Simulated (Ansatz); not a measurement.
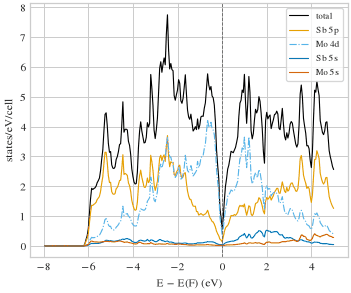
Figure. Total and projected density of states of Sb₂Mo in space group Cmc2_1 (No. 36; Mo on 4a, Sb on 4a, Sb on 4a), plane-wave PAW PBEsol (Ansatz code)

Q: Which orbitals carry the states next to the Fermi level?

A: Within 0.5 eV of the Fermi level: Mo 4d 71 %, Sb 5p 22 %. Projections are on Löwdin-orthogonalised atomic valence shells; empty p or d shells of many metals are not among them.

Q: Where is the tallest occupied peak in this window, and what makes it?

A: Near -2.4 eV, about 7.7 states/eV per cell; the largest projected share is Sb 5p.

The start of the workflow was typed in or built on a structure type; neither database checked (COD, Materials Project) lists it. Its standing as an ambient phase is unchecked. The PBEsol relaxation kept the symmetry of its start; whether a distortion lowers the energy is not shown. No spin polarisation was allowed. The volume moved by -18 % from the start of the relaxation. Scalar-relativistic: spin–orbit coupling is off unless named, which matters more the heavier the elements.

Potentials: the earlier of the program's two PAW sets. The files were generated under PBE; for other functionals the program regenerates the frozen cores, and for LDA and PBEsol the local potential too.
